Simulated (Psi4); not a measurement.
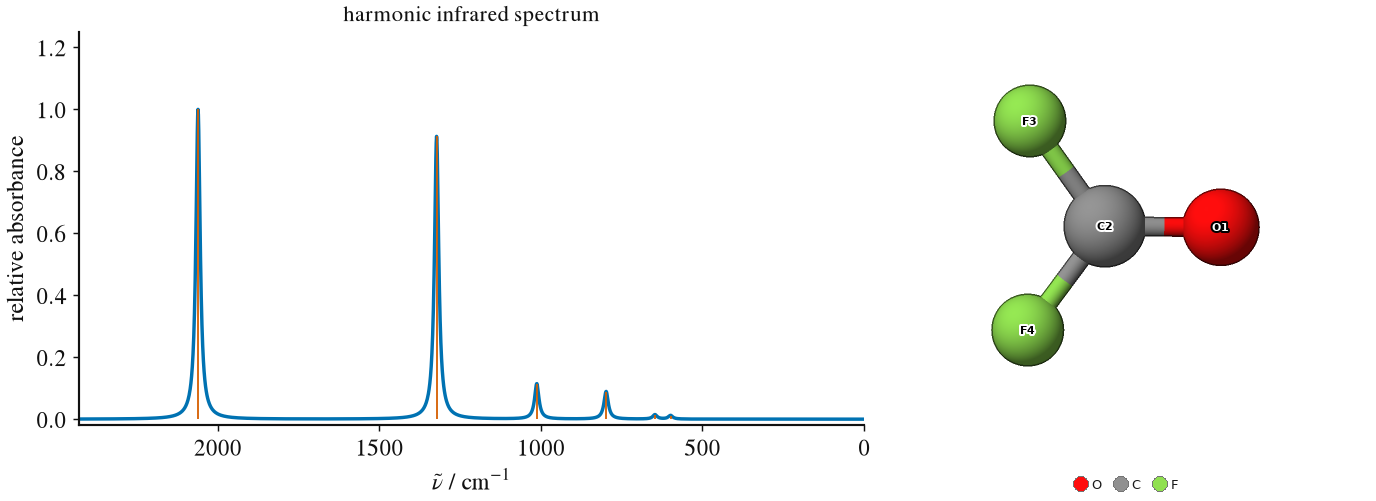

Infrared spectrum of CF₂O, SMILES O=C(F)F. Unscaled harmonic wavenumbers and double-harmonic intensities, ωB97X-D/def2-SVP (dispersion in the functional's name) in Psi4 1.11, at a geometry relaxed at this level, isolated molecule. Lorentzian lines of 16 cm⁻¹ full width. Close modes add up in the curve.

Which lines are the most intense?

2060.5 cm⁻¹ (496.2 km/mol), 1322.4 cm⁻¹ (453.0 km/mol) and 1012.4 cm⁻¹ (56.7 km/mol).

List the modes.

| cm⁻¹ | km/mol |
| --- | --- |
| 598.5 | 5.8 |
| 646.9 | 7.0 |
| 797.9 | 44.3 |
| 1012.4 | 56.7 |
| 1322.4 | 453.0 |
| 2060.5 | 496.2 |

Caveats: double-zeta basis.
